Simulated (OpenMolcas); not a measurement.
# A OpenMolcas job on CH4OSi (SMILES CO[SiH])

Wanted: the excited states of CH4OSi.

The results are computed with OpenMolcas 26.06.

### Step 1. Starting point

CH4OSi: 7 atoms, total charge 0, spin state singlet. SMILES: `CO[SiH]`. Geometry: relaxed at PBE0-D4/def2-TZVP. This is one conformer, not always the lowest.

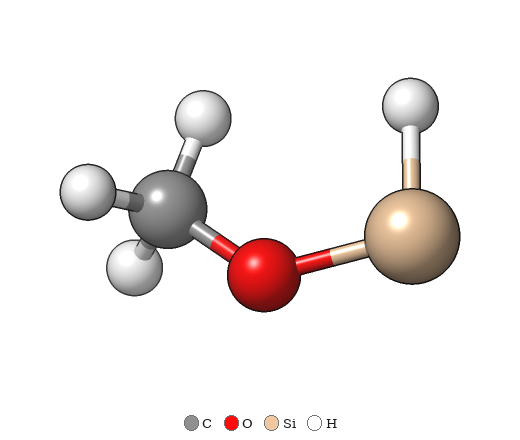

The structure, seen from a chosen angle (carbon grey, oxygen red, silicon light orange, hydrogen white).

### Step 2. The job

Input file step13.inp:

```
&gateway
 xbas
 C.ANO-R1
 O.ANO-R1
 Si.ANO-R1
 H.ANO-R1
 End of Basis
 zmat
 C1
 O2 1 1.410234
 Si3 2 1.63872 1 130.592
 H4 1 1.092386 2 109.1901 3 120.92578
 H5 1 1.095114 4 109.48344 2 121.61844
 H6 1 1.092454 4 108.53334 5 119.44861
 H7 3 1.551711 2 97.14136 1 -0.00713
 End of ZMAT
 ricd
 finite
 rx2c

&seward

&rasscf
 fileorb = $CurrDir/step2.RasOrb
 spin = 2
 nactel = 8 0 0
 inactive = 12
 ras2 = 7
 ciroot = 3 3 1
 orblisting = Nothing

&caspt2
 multistate = all
```

Launch:

```sh
export MOLCAS_MEM=1860
pymolcas step13.inp > step13.log
```

Output:

```text
--- Start Module: gateway ---

                                              &GATEWAY

                       available to each process: 1.9 GB of memory, 1 thread

++    Symmetry information:
      ---------------------

                    Character Table for C1

                             E
                    a        1  x, y, xy, Rz, z, xz, Ry, yz, Rx, I
--

++    Basis set information:
      ----------------------

      Basis set label: C.ANO-R...3S2P1D.

      Electronic valence basis set:
      ------------------
      Associated Effective Charge   6.000000 au
      Associated Actual Charge      6.000000 au
      Nuclear Model: Finite nucleus - Gaussian distribution
        Gaussian exponent, Xi/bohr**(-2):  6.80775E+08

      Shell  nPrim  nBasis  Cartesian Spherical Contaminant
         s      12       3        X
         p       7       2        X
         d       3       1                 X

      Basis set label: O.ANO-R...3S2P1D.

      Electronic valence basis set:
      ------------------
      Associated Effective Charge   8.000000 au
      Associated Actual Charge      8.000000 au
      Nuclear Model: Finite nucleus - Gaussian distribution
        Gaussian exponent, Xi/bohr**(-2):  5.86314E+08

[... 112 lines left out ...]
                  Velocity quadrupole around (  1.1714   0.0000   2.9027 )
                  RI decomposed two-electron repulsion integrals stored Cholesky style
                   - acCD auxiliary basis
                   - CD Threshold:   1.00E-04

                   Integrals are discarded if absolute value <: 1.00E-14
                   Integral cutoff threshold is set to       <: 1.00E-16

            Nuclear Potential Energy            101.06991043 au

      Basis set specifications :
      Symmetry species         a
      Basis functions           66

--- Stop Module: seward /rc=_RC_ALL_IS_WELL_ ---
--- Module seward spent 2 seconds ---

--- Start Module: rasscf ---

                                              &RASSCF

                       available to each process: 1.9 GB of memory, 1 thread

 ******************** ERROR *********************
 ###############################################################################
 ###    ERROR: No such wave function.                                        ###
 ###############################################################################
 The following combined specifications are wrong.
 Nr of active electrons NACTEL=   8
 Nr of active orbitals     NAC=   7
 Spin degeneracy         ISPIN=   2
 There can be no such wave function.
 ************************************************
--- Stop Module: rasscf /rc=_RC_INPUT_ERROR_ ---

.####################.
.# User input error #.
.####################.

    Timing: Wall=4.28 User=3.78 System=0.38
```

Wall time 4.8 s (1 thread of Intel Xeon Platinum 8259CL at 2.50GHz (Skylake/Cascade Lake), shared host); peak memory 0.089 GiB.

### Step 3. Reading the log

The job stopped with an error part of the way.

The telling line is `ERROR: No such wave function.`. The fault: the electron count doesn't fit the spin or reference typed: an even count needs an odd multiplicity, an odd count an even one.
